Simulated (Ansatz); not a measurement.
# CH7AlN (charge +1): what the fields show

```xyz
10

C    -0.1872   -0.2162   -1.3273
Al   -1.1208    2.5468   -2.0196
N    -1.3669    0.7145   -1.2651
H     0.1064   -0.3556   -2.3756
H    -0.4438   -1.1873   -0.8842
H     0.6521    0.2292   -0.7777
H    -1.6819    0.7980   -0.2875
H    -2.1736    0.2709   -1.7282
H    -2.4503    3.3452   -1.8501
H     0.3270    2.7001   -2.5778
```

Geometry: B3LYP-D3(BJ)/def2-SVP.

Theory: isolated molecule in a Gaussian basis; Kohn-Sham density functional theory, functional PBE0 (Ansatz 0.2.0).

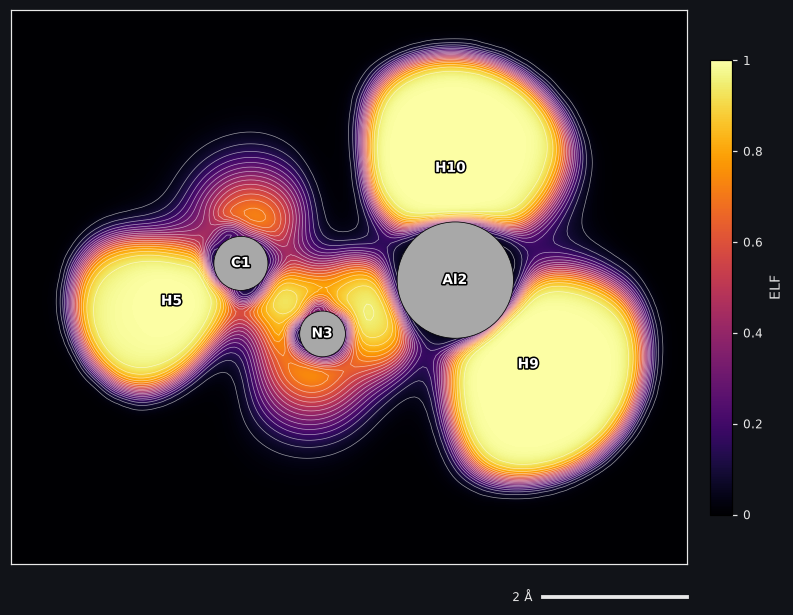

Figure 1. ELF on the plane of atoms N3, Al2 and H9. Grey discs cover the atomic cores.

What do the fields say about this system?

- The section cuts through C, Al, N and H sites.
- C–N (1.50 Å): the ELF peaks at about 0.95 between the atoms (a shared electron pair).
- Al–N (2.00 Å): the ELF peaks at about 0.95 in the valence shell of N, 0.7 Å from its nucleus, and is about 0.80 at the midpoint.
- C–H (1.10 Å): the ELF climbs to about 1 towards the hydrogen, as it does in any bond to H (a covalent bond by its length).
- Al–H (1.56 Å): the ELF climbs to about 1 towards the hydrogen.

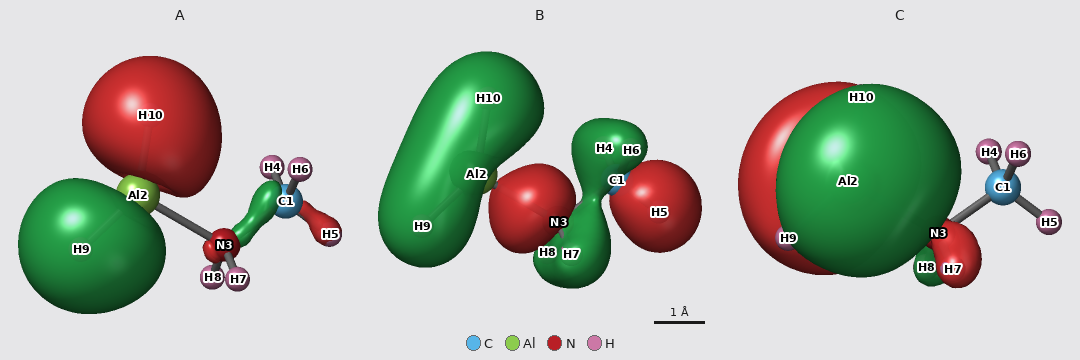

Figure 2. Three frontier orbitals at ±0.08 Å⁻³ᐟ² (green and red are the two phases), in no order.

Which picture is the HOMO−1, the HOMO and the LUMO?

B is the HOMO−1 (−14.95 eV). By Hirshfeld shares it lies mainly on N3 (about 25 %), Al2 (about 25 %), H10 (about 15 %), C1 (about 10 %), H9 (about 10 %) and H5 (about 5 %). A is the HOMO (−13.90 eV). It lies mainly on Al2 (about 35 %), H9 (about 30 %) and H10 (about 30 %). C is the LUMO (−6.53 eV). It lies mainly on Al2 (about 80 %).

What is the HOMO–LUMO gap?

7.37 eV between the orbital energies.

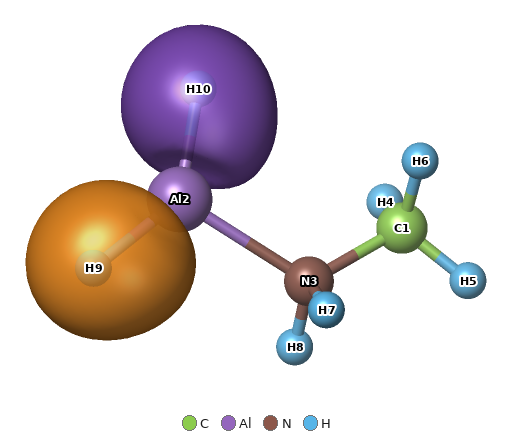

Figure 3. One frontier orbital at ±0.15 Å⁻³ᐟ² (orange and purple are the two phases), seen at an oblique angle.

Which orbital is it: HOMO or LUMO?

The HOMO, at −13.90 eV. By Hirshfeld shares it lies mainly on Al2 (about 35 %), H9 (about 30 %) and H10 (about 30 %).
